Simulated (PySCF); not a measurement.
System: AlPb (quartet).

```yaml
atoms:
  - { symbol: Al, position_ang: [0.0000, 0.0000, -2.4085] }
  - { symbol: Pb, position_ang: [0.0000, 0.0000, 0.3125] }
```

Core potentials replace the inner electrons of Pb.

The calculation used PBE0/def2-SVP, non-relativistic Hamiltonian with scalar-relativistic core potentials where named, at a bond length of 2.721 Å in PySCF.

Question: What can the converged electron density, electron localisation function and spin density tell about the bonding?

Answer: Al–Pb (2.72 Å): ρ is about 0.33 e/Å³ halfway, with its minimum of 0.29 e/Å³ about 1.1 Å from Al; the ELF peaks at about 0.65 between the atoms.
The unpaired spin (3 electrons) lies mostly on Pb2 (about 1.9) and Al1 (about 1.1), in electrons by Hirshfeld's partition.

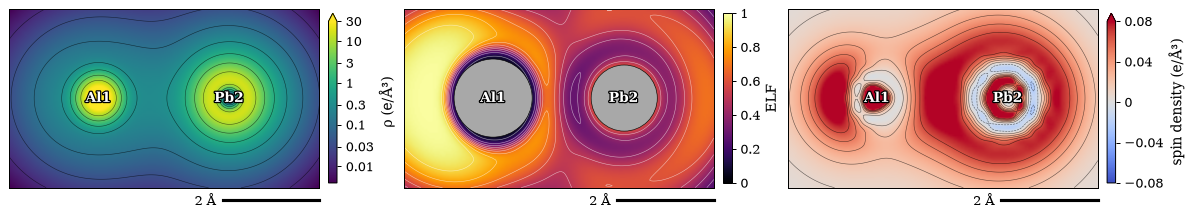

Computed electron density, electron localisation function and spin density on a plane that holds the molecular axis, in this order. Grey discs cover the atomic cores in the ELF map. 
